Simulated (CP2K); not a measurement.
# C2H2AlF (SMILES [F][Al]1[CH]=[CH]1), run twice

Aim: energy and forces of C2H2AlF at AM1.

The results are computed with CP2K 2026.2.

**1. The structure to begin with**

The species is C2H2AlF (6 atoms), meant as a singlet with charge 0. SMILES: `[F][Al]1[CH]=[CH]1`. The shape comes from GFN2-xTB, which is rough for such elements, and wasn't checked as a minimum.

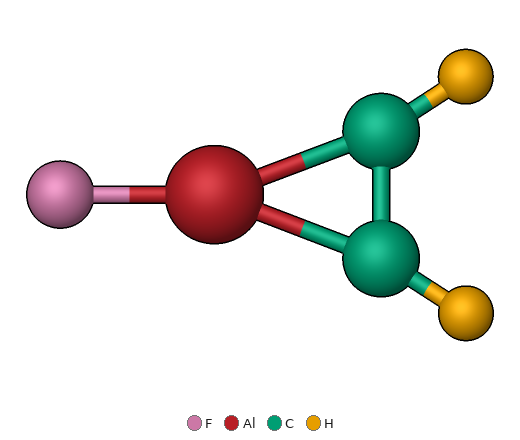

The structure, seen from a chosen angle (fluorine pink, aluminium red, carbon teal, hydrogen amber).

**2. First attempt**

run.inp

```
&GLOBAL
    PROJECT_NAME run
    RUN_TYPE ENERGY_FORCE
    PRINT_LEVEL MEDIUM
&END GLOBAL

&FORCE_EVAL
    METHOD QUICKSTEP
    &DFT
        CHARGE 0
        MULTIPLICITY 1
        &QS
            METHOD AM1
            EPS_DEFAULT 1.0E-10
            &SE
                &COULOMB
                    CUTOFF [angstrom] 50
                    RC_RANGE [angstrom] 0
                &END COULOMB
                &EXCHANGE
                    CUTOFF [angstrom] 50
                    RC_RANGE [angstrom] 0
                &END EXCHANGE
            &END SE
        &END QS
        &POISSON
            PERIODIC NONE
            POISSON_SOLVER ANALYTIC
        &END POISSON
        &SCF
            SCF_GUESS ATOMIC
            EPS_SCF 1.0E-06
            MAX_SCF 150
            &DIAGONALIZATION
                ALGORITHM STANDARD
            &END DIAGONALIZATION
            &MIXING
                METHOD DIRECT_P_MIXING
                ALPHA 0.4
            &END MIXING
        &END SCF
        &PRINT
            &MOMENTS
                PERIODIC F
                REFERENCE COM
                MAX_MOMENT 1
            &END MOMENTS
            &MO ON
                ENERGIES T
                OCCUPATION_NUMBERS T
                NDIGITS 6
                &EACH
                    QS_SCF 0
                &END EACH
                ADD_LAST NUMERIC
            &END MO
            &HIRSHFELD OFF
            &END HIRSHFELD
        &END PRINT
    &END DFT
    &SUBSYS
        &CELL
            ABC [Ang] 13.8 13.5 12.3
            PERIODIC NONE
        &END CELL
        &COORD
            F      5.022500     5.008525     7.314100
            Al     6.066030     6.062505     6.587160
            C      7.738030     6.817725     6.021770
            C      6.659490     7.582375     5.577750
            H      8.777500     7.069435     5.813010
            H      6.765700     8.491475     4.985900
        &END COORD
    &END SUBSYS
    &PRINT
        &FORCES ON
        &END FORCES
    &END PRINT
&END FORCE_EVAL
```

Launch:

```
$ OMP_NUM_THREADS=1 cp2k.psmp -i run.inp > run.out 2>&1
```

Standard output:

```text
*******************************************************************************
 *   ___                                                                       *
 *  /   \                                                                      *
 * [ABORT]                                                                     *
 *  \___/                            Unknown unit: Ang                         *
 *    |                                                                        *
 *  O/|                                                                        *
 * /| |                                                                        *
 * / \                                                   common/cp_units.F:384 *
 *******************************************************************************

 ===== Routine Calling Stack =====

            6 val_create_parsing
            5 section_vals_parse
            4 section_vals_parse
            3 section_vals_parse
            2 section_vals_parse
            1 read_input

Program received signal SIGABRT: Process abort signal.
```

Wall time 0.18 s (1 thread of Arm Neoverse V2, shared host).

**3. What went wrong**

The program refused the input.

The telling line is `\___/                            Unknown unit: Ang`. The fault: the input holds a word that the program doesn't know.

**4. The mended input**

gas.inp

```
&GLOBAL
  PROJECT_NAME gas
  RUN_TYPE ENERGY_FORCE
  PRINT_LEVEL MEDIUM
&END GLOBAL
&FORCE_EVAL
  METHOD QUICKSTEP
  &DFT
    CHARGE 0
    MULTIPLICITY 1
    ! Quickstep
    &QS
      METHOD AM1
      EPS_DEFAULT 1.0E-10
      &SE
        &COULOMB
          CUTOFF [angstrom] 50
          RC_RANGE [angstrom] 0
        &END COULOMB
        &EXCHANGE
          CUTOFF [angstrom] 50
          RC_RANGE [angstrom] 0
        &END EXCHANGE
      &END SE
    &END QS
    &POISSON
      PERIODIC NONE
      POISSON_SOLVER ANALYTIC
    &END POISSON
    ! self-consistent field
    &SCF
      SCF_GUESS ATOMIC
      EPS_SCF 1.0E-06
      MAX_SCF 150
      &DIAGONALIZATION
        ALGORITHM STANDARD
      &END DIAGONALIZATION
      &MIXING
        METHOD DIRECT_P_MIXING
        ALPHA 0.4
      &END MIXING
    &END SCF
    ! extra output
    &PRINT
      &MOMENTS
        PERIODIC F
        REFERENCE COM
        MAX_MOMENT 1
      &END MOMENTS
      &MO ON
        ENERGIES T
        OCCUPATION_NUMBERS T
        NDIGITS 6
        &EACH
          QS_SCF 0
        &END EACH
        ADD_LAST NUMERIC
      &END MO
      &HIRSHFELD OFF
      &END HIRSHFELD
    &END PRINT
  &END DFT
  &SUBSYS
    &CELL
      ABC [angstrom] 13.8 13.5 12.3
      PERIODIC NONE
    &END CELL
    &COORD
      F      5.022500     5.008525     7.314100
      Al     6.066030     6.062505     6.587160
      C      7.738030     6.817725     6.021770
      C      6.659490     7.582375     5.577750
      H      8.777500     7.069435     5.813010
      H      6.765700     8.491475     4.985900
    &END COORD
  &END SUBSYS
  &PRINT
    &FORCES ON
    &END FORCES
  &END PRINT
&END FORCE_EVAL
```

Launch:

```
$ OMP_NUM_THREADS=1 cp2k.psmp gas.inp > gas.out
```

Standard output:

```text
CP2K| version string:                                       CP2K version 2026.2
[...]
 GLOBAL| Method name                                                        CP2K
[...]
 GLOBAL| Run type                                                   ENERGY_FORCE
[...]
                             - Atoms:                                          6
[...]
                             - Spherical basis functions:                     18
[...]
 Number of electrons:                                                         20
[...]
     1 P_Mix/Diag. 0.40E+00    0.0     0.77686789       -25.6012334186 -2.56E+01
[...]
    16 DIIS/Diag.  0.53E-07    0.0     0.00000026       -30.0196919052 -3.21E-12
  *** SCF run converged in    16 steps ***
  Core-core repulsion energy [eV]:                            853.07284947699895
  Core Hamiltonian energy [eV]:                             -1341.03979311867283
  Two-electron integral energy [eV]:                         -657.82083209343364
  Electronic energy [eV]:                                   -1669.95020916538965
  Total energy [eV]:                                         -816.87735968839070
  Atomic reference energy [eV]:                               816.74169536988586
  Heat of formation [kcal/mol]:                                -3.12849375383216
[...]
 SE_DIPOLE| Moment [Debye]         -0.29148300      -0.30463584       0.20394956
 SE_DIPOLE| Derivative [a.u.]       0.00000000       0.00000000       0.00000000
 ENERGY| Total FORCE_EVAL ( QS ) energy [hartree]            -30.019691905216131
 FORCES| Atomic forces [hartree/bohr]
 FORCES|   Atom     x               y               z               |f|
 FORCES|      1  4.46249796E-02  4.50673149E-02 -3.10649100E-02   7.06220951E-02
 FORCES|      2  3.91114839E-02  3.90083269E-02 -2.71803682E-02   6.15640330E-02
 FORCES|      3 -9.17276823E-02  5.12110449E-03  1.09731057E-03   9.18770782E-02
 FORCES|      4  2.09527230E-02 -7.53702290E-02  4.77032047E-02   9.16257811E-02
 FORCES|      5 -3.62196171E-04 -1.12144475E-02  7.17608250E-03   1.33188280E-02
 FORCES|      6 -1.25993081E-02 -2.61206985E-03  2.26868040E-03   1.30656950E-02
 FORCES| Sum     4.12864187E-16  3.19189120E-16 -4.30211422E-16
 FORCES| Total atomic force                                       6.76328618E-16
[...]
```

Run time: 0.22 s. Hardware: 1 thread of Arm Neoverse V2, shared host.

**5. Results**

At AM1:

| quantity | value |
| --- | --- |
| total energy | -30.01969 Eh |
| dipole moment | 0.47 D |
| HOMO energy | -9.24 eV |
| heat of formation at this unrelaxed shape | -3.1 kcal/mol |
| largest force on an atom | 4.725 eV/Å |

**Reading.** The largest force is 4.72 eV/Å: the shape isn't a stationary point for this species at this level.
